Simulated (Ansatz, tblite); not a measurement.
# The cluster SiB8: removing and adding an electron

What does removing or adding an electron cost or gain for the cluster SiB8? Each charged state is run at several levels.

Program: Ansatz 0.2.0, Gaussian basis. Level of theory: as each input shows. These are calculated values, not measurements.

Levels to be run: charge +1 doublet, at the geometry of the singlet (PBE0-D4/def2-TZVP, PBE-D4/def2-TZVP, ωB97X-V/def2-TZVP); charge -1 doublet, at the geometry of the singlet (PBE0-D4/def2-TZVPD, PBE-D4/def2-TZVPD, ωB97X-V/def2-TZVPD); the starting singlet's energies come from earlier runs.

2 further runs of the same task are left out: 2 set aside as unsound or not needed.

### 1 The structure

The singlet was relaxed beforehand with B3LYP-D4/def2-SVP. At that level it is the lowest of the isomers that a small search found.

9 atoms, charge 0, spin multiplicity 1.

Atoms are counted from 1 here; the program's logs count them from 0.

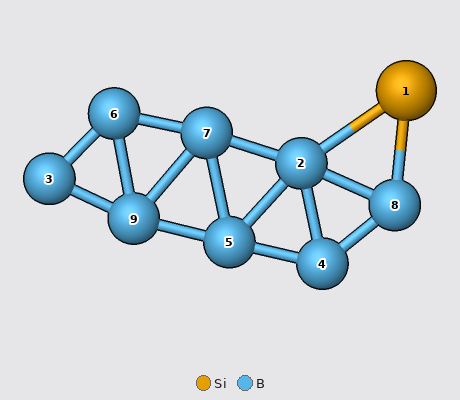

The geometry (silicon amber, boron blue); atoms are numbered from 1 in the order of the file.

Coordinates:

```xyz
9
charge 0, multiplicity 1
Si    0.8924   -0.9160   -2.8589
B     0.3644   -0.5224   -0.8396
B    -1.2259    2.1199    1.9960
B     0.7079   -1.8237    0.2074
B     0.0646   -0.5585    0.9100
B    -0.9465    2.0925    0.4926
B    -0.3090    0.8556   -0.2313
B     1.0521   -2.0059   -1.2910
B    -0.6000    0.7585    1.6148
```

### 2 Charge +1 doublet at the fixed geometry, PBE0-D4/def2-TZVP

in.yaml reads:

```yaml
crystal:
  periodic: [false, false, false]
  atoms:
    - {symbol: Si, position_ang: [0.892427, -0.916039, -2.858938]}
    - {symbol: B, position_ang: [0.364414, -0.522389, -0.839590]}
    - {symbol: B, position_ang: [-1.225935, 2.119895, 1.996016]}
    - {symbol: B, position_ang: [0.707905, -1.823669, 0.207405]}
    - {symbol: B, position_ang: [0.064559, -0.558498, 0.910007]}
    - {symbol: B, position_ang: [-0.946496, 2.092498, 0.492639]}
    - {symbol: B, position_ang: [-0.309045, 0.855569, -0.231340]}
    - {symbol: B, position_ang: [1.052134, -2.005868, -1.291033]}
    - {symbol: B, position_ang: [-0.599953, 0.758500, 1.614834]}
basis:
  gaussian: {orbitals: def2-TZVP}
total_charge: 1
magnetization: {spin_polarized: true, initial_magnetization: 1}
hamiltonian: {xc: pbe0, dispersion: d4}
scf: {omitted_lower_state_checks: [starts]}
output: {orbitals: {seedname: orbitals}}
```

Run with:

```sh
$ ansatz run in.yaml --threads 4 --pin off --events-out ev --progress --plain --max-ram 8704MiB
```

Output:

```text
Functional definition: PBE0
  name "PBE0"
  cite "Adamo & Barone, J. Chem. Phys. 110, 6158 (1999) doi:10.1063/1.478522"
  cite "Perdew, Burke & Ernzerhof, Phys. Rev. Lett. 77, 3865 (1996) doi:10.1103/PhysRevLett.77.3865"
  parent pbe
  parameter a = 0.25
  parameter kappa = 0.804
  parameter beta = 0.06672455060314922
  exchange = (1 - a)*pbe_x(kappa = kappa, mu = beta*pi^2/3) + a*exact_x
  correlation = pbe_c(beta = beta)
these checks for a lower state are left out or cut short: starts
1620 factors; their error is unknown
mean field evaluation 1: about -13222.4799 eV, gradient 6.7e1 eV
mean field evaluation 2: about -12454.2771 eV, gradient 3.0e2 eV
mean field evaluation 4: about -13202.3561 eV, gradient 7.0e1 eV
mean field evaluation 8: about -13261.8511 eV, gradient 4.2e0 eV
mean field evaluation 16: about -13262.7058 eV, gradient 1.8e-4 eV
mean field -13262.70583090 eV, -487.3954495006 hartree, gradient 1.3e-5 eV, S^2 0.826433; 0 other end points of the search recorded, 0 dependent functions left out
reference -13262.70586950 eV, -487.3954509193 hartree; 27, 26 occupied and 258, 259 virtual orbitals, 1620 factors
Total energy: -13263.00210898 eV, -487.4063375193 hartree
Checks for a lower state left out: starts
```

It took 14 s on 4 threads of Intel Xeon Platinum 8223CL at 3.00GHz, shared host; peak memory 1.2 GiB.

Report: HOMO -11.81 eV, LUMO -9.53 eV (over both spins); ⟨S²⟩ 0.826 (pure: 0.75).

### 3 Charge +1 doublet at the fixed geometry, PBE-D4/def2-TZVP

start.molden holds the orbitals of an earlier run on this state, given as this run's starting guess.

Changes to in.yaml since step 2:

```diff
@@ -13,6 +13,6 @@
 basis:
-  gaussian: {orbitals: def2-TZVP}
+  gaussian: {orbitals: def2-TZVP, initial_orbitals: start.molden}
 total_charge: 1
 magnetization: {spin_polarized: true, initial_magnetization: 1}
-hamiltonian: {xc: pbe0, dispersion: d4}
+hamiltonian: {xc: pbe, dispersion: d4}
 scf: {omitted_lower_state_checks: [starts]}
```

Launched as before.

Output:

```text
Functional definition: PBE
  name "PBE"
  cite "Perdew, Burke & Ernzerhof, Phys. Rev. Lett. 77, 3865 (1996) doi:10.1103/PhysRevLett.77.3865"
  parent pbe
  parameter kappa = 0.804
  parameter beta = 0.06672455060314922
  exchange = pbe_x(kappa = kappa, mu = beta*pi^2/3)
  correlation = pbe_c(beta = beta)
these checks for a lower state are left out or cut short: starts
1604 factors; their error is unknown
mean field evaluation 1: about -13261.4057 eV, gradient 7.1e0 eV
mean field evaluation 2: about -13261.5532 eV, gradient 2.3e-1 eV
mean field evaluation 4: about -13261.5258 eV, gradient 5.3e-2 eV
mean field evaluation 8: about -13261.5258 eV, gradient 2.3e-4 eV
mean field -13261.52584956 eV, -487.3520859864 hartree, gradient 1.3e-5 eV, S^2 0.787027; 0 other end points of the search recorded, 0 dependent functions left out
reference -13261.52590073 eV, -487.3520878665 hartree; 27, 26 occupied and 258, 259 virtual orbitals, 1604 factors
Total energy: -13261.87209198 eV, -487.3648101604 hartree
Checks for a lower state left out: starts
```

Wall time 6 s (4 threads of Intel Xeon Platinum 8223CL at 3.00GHz, shared host).

HOMO -10.83 eV, LUMO -10.18 eV (over both spins); ⟨S²⟩ 0.787 (pure: 0.75).

### 4 Charge +1 doublet at the fixed geometry, ωB97X-V/def2-TZVP

Changes to in.yaml since step 3:

```diff
@@ -16,3 +16,3 @@
 magnetization: {spin_polarized: true, initial_magnetization: 1}
-hamiltonian: {xc: pbe, dispersion: d4}
+hamiltonian: {xc: {name: wB97X-V}}
 scf: {omitted_lower_state_checks: [starts]}
```

Launched as before.

Output, shortened:

```text
Functional definition: wB97X-V
  name "wB97X-V"
  cite "Mardirossian & Head-Gordon, Phys. Chem. Chem. Phys. 16, 9904 (2014) doi:10.1039/C3CP54374A"
  cite "Becke, J. Chem. Phys. 107, 8554 (1997) doi:10.1063/1.475007"
  cite "Vydrov & Van Voorhis, J. Chem. Phys. 133, 244103 (2010) doi:10.1063/1.3521275"
[...]
      + integral(e_c_pw_opposite_spin*poly(b97_u_opposite, cos0, cos1)) + vv10(b, c)
[...]
1604 factors; their error is unknown
420 factors; integrals over basis functions are off by at most 1.4e-5 eV
[...]
mean field -13270.17065784 eV, -487.6697768309 hartree, gradient 2.1e-5 eV, S^2 0.847424; 0 other end points of the search recorded, 0 dependent functions left out
reference -13270.17065602 eV, -487.6697767641 hartree; 27, 26 occupied and 258, 259 virtual orbitals, 1604 factors
Total energy: -13270.17065602 eV, -487.6697767641 hartree
Checks for a lower state left out: starts
```

It took 48 s on 4 threads of Intel Xeon Platinum 8223CL at 3.00GHz, shared host; peak memory 2 GiB.

From the report: HOMO -13.75 eV, LUMO -7.84 eV (over both spins); ⟨S²⟩ 0.847 (pure: 0.75).

### 5 Vertical ionisation energy

Charged state less starting state, singlet to doublet; the starting state's energies are those of its earlier runs.

```csv
level,vertical ionisation energy (eV),time
PBE-D4/def2-TZVP,+8.01,9 s
PBE0-D4/def2-TZVP,+8.04,20 s
ωB97X-V/def2-TZVP,+8.08,60 s
```

Times add the two runs; a level without a time comes out of a correlated run.

Beside −ε(HOMO) of the starting state:

```csv
level,−ε(HOMO) (eV),by difference (eV),mismatch (eV)
PBE-D4/def2-TZVP,5.84,8.01,-2.17
PBE0-D4/def2-TZVP,6.62,8.04,-1.42
ωB97X-V/def2-TZVP,8.45,8.08,+0.37
```

### 6 Charge -1 doublet at the fixed geometry, PBE0-D4/def2-TZVPD

Changes to in.yaml since step 4:

```diff
@@ -13,6 +13,6 @@
 basis:
-  gaussian: {orbitals: def2-TZVP, initial_orbitals: start.molden}
-total_charge: 1
+  gaussian: {orbitals: def2-TZVPD}
+total_charge: -1
 magnetization: {spin_polarized: true, initial_magnetization: 1}
-hamiltonian: {xc: {name: wB97X-V}}
+hamiltonian: {xc: pbe0, dispersion: d4}
 scf: {omitted_lower_state_checks: [starts]}
```

The command is unchanged.

Output, shortened:

```text
Functional definition: PBE0
  name "PBE0"
  cite "Adamo & Barone, J. Chem. Phys. 110, 6158 (1999) doi:10.1063/1.478522"
  cite "Perdew, Burke & Ernzerhof, Phys. Rev. Lett. 77, 3865 (1996) doi:10.1103/PhysRevLett.77.3865"
  parent pbe
[...]
1616 factors; their error is unknown
[...]
mean field -13273.56673666 eV, -487.7945804256 hartree, gradient 2.0e-5 eV, S^2 1.134197; 0 other end points of the search recorded, 0 dependent functions left out
reference -13273.56677501 eV, -487.7945818350 hartree; 28, 27 occupied and 311, 312 virtual orbitals, 1616 factors
Total energy: -13273.91198309 eV, -487.8072679978 hartree
Checks for a lower state left out: starts
```

Wall time 25 s (4 threads of Intel Xeon Platinum 8223CL at 3.00GHz, shared host); peak memory 1.6 GiB.

Report: HOMO -1.36 eV, LUMO 0.36 eV (over both spins); ⟨S²⟩ 1.134 (pure: 0.75). Doubts: spin contamination.

### 7 Charge -1 doublet at the fixed geometry, PBE-D4/def2-TZVPD

Changes to in.yaml since step 6:

```diff
@@ -13,6 +13,6 @@
 basis:
-  gaussian: {orbitals: def2-TZVPD}
+  gaussian: {orbitals: def2-TZVPD, initial_orbitals: start.molden}
 total_charge: -1
 magnetization: {spin_polarized: true, initial_magnetization: 1}
-hamiltonian: {xc: pbe0, dispersion: d4}
+hamiltonian: {xc: pbe, dispersion: d4}
 scf: {omitted_lower_state_checks: [starts]}
```

Launched as before.

Output:

```text
Functional definition: PBE
  name "PBE"
  cite "Perdew, Burke & Ernzerhof, Phys. Rev. Lett. 77, 3865 (1996) doi:10.1103/PhysRevLett.77.3865"
  parent pbe
  parameter kappa = 0.804
  parameter beta = 0.06672455060314922
  exchange = pbe_x(kappa = kappa, mu = beta*pi^2/3)
  correlation = pbe_c(beta = beta)
these checks for a lower state are left out or cut short: starts
1595 factors; their error is unknown
mean field evaluation 1: about -13272.1779 eV, gradient 7.2e0 eV
mean field evaluation 2: about -13272.3328 eV, gradient 3.0e-1 eV
mean field evaluation 4: about -13272.3280 eV, gradient 1.1e-1 eV
mean field evaluation 8: about -13272.3321 eV, gradient 1.3e-2 eV
mean field evaluation 16: about -13272.3321 eV, gradient 2.1e-5 eV
mean field -13272.33211898 eV, -487.7492090626 hartree, gradient 4.3e-6 eV, S^2 0.778306; 0 other end points of the search recorded, 0 dependent functions left out
reference -13272.33216894 eV, -487.7492108988 hartree; 28, 27 occupied and 311, 312 virtual orbitals, 1595 factors
Total energy: -13272.73557459 eV, -487.7640357830 hartree
Checks for a lower state left out: starts
```

Run time: 19 s. Hardware: 4 threads of Intel Xeon Platinum 8223CL at 3.00GHz, shared host; peak memory 1.5 GiB.

From the report: HOMO -0.70 eV, LUMO -0.17 eV (over both spins); ⟨S²⟩ 0.778 (pure: 0.75).

### 8 Charge -1 doublet at the fixed geometry, ωB97X-V/def2-TZVPD

Changes to in.yaml since step 7:

```diff
@@ -16,3 +16,3 @@
 magnetization: {spin_polarized: true, initial_magnetization: 1}
-hamiltonian: {xc: pbe, dispersion: d4}
+hamiltonian: {xc: {name: wB97X-V}}
 scf: {omitted_lower_state_checks: [starts]}
```

Launched as before.

Output, shortened:

```text
Functional definition: wB97X-V
  name "wB97X-V"
  cite "Mardirossian & Head-Gordon, Phys. Chem. Chem. Phys. 16, 9904 (2014) doi:10.1039/C3CP54374A"
  cite "Becke, J. Chem. Phys. 107, 8554 (1997) doi:10.1063/1.475007"
  cite "Vydrov & Van Voorhis, J. Chem. Phys. 133, 244103 (2010) doi:10.1063/1.3521275"
[...]
      + integral(e_c_pw_opposite_spin*poly(b97_u_opposite, cos0, cos1)) + vv10(b, c)
[...]
1604 factors; their error is unknown
556 factors; integrals over basis functions are off by at most 2.0e-5 eV
[...]
mean field -13280.91697064 eV, -488.0646965421 hartree, gradient 1.7e-5 eV, S^2 1.126483; 0 other end points of the search recorded, 0 dependent functions left out
reference -13280.91696875 eV, -488.0646964727 hartree; 28, 27 occupied and 311, 312 virtual orbitals, 1604 factors
Total energy: -13280.91696875 eV, -488.0646964727 hartree
Checks for a lower state left out: starts
```

Run time: 96 s. Hardware: 4 threads of Intel Xeon Platinum 8223CL at 3.00GHz, shared host; peak memory 2.6 GiB.

HOMO -2.95 eV, LUMO 2.04 eV (over both spins); ⟨S²⟩ 1.126 (pure: 0.75). Doubts: spin contamination.

### 9 Vertical electron affinity

Starting state less charged state (positive: the electron is bound), singlet to doublet; the starting state's energies are those of its earlier runs.

```csv
level,vertical electron affinity (eV),time
PBE-D4/def2-TZVPD,+2.84,23 s
PBE0-D4/def2-TZVPD†,+2.86,32 s
ωB97X-V/def2-TZVPD†,+2.66,2.2 min
```

Times add the two runs; a level without a time comes out of a correlated run. † marks a level with a doubtful state (flagged, unstable, out of aufbau order, or strongly spin-contaminated); such levels are left out of the summary.

Beside −ε(LUMO) of the starting state:

```csv
level,−ε(LUMO) (eV),by difference (eV),mismatch (eV)
PBE-D4/def2-TZVPD,4.93,2.84,+2.09
```

### 10 What came out

| quantity | value |
| --- | --- |
| vertical ionisation energy, functionals in def2-TZVP | 8.01 (PBE-D4) to 8.08 eV (ωB97X-V) |
| vertical electron affinity, functionals in def2-TZVPD | 2.84 eV (PBE-D4) |

**Reading.** The vertical ionisation energy spans 8.01 to 8.08 eV over the functionals. −ε(HOMO) misses the level's own difference by +0.37 eV at best (ωB97X-V) and -2.17 eV at worst (PBE-D4). The vertical electron affinity is 2.84 eV at PBE-D4/def2-TZVPD.
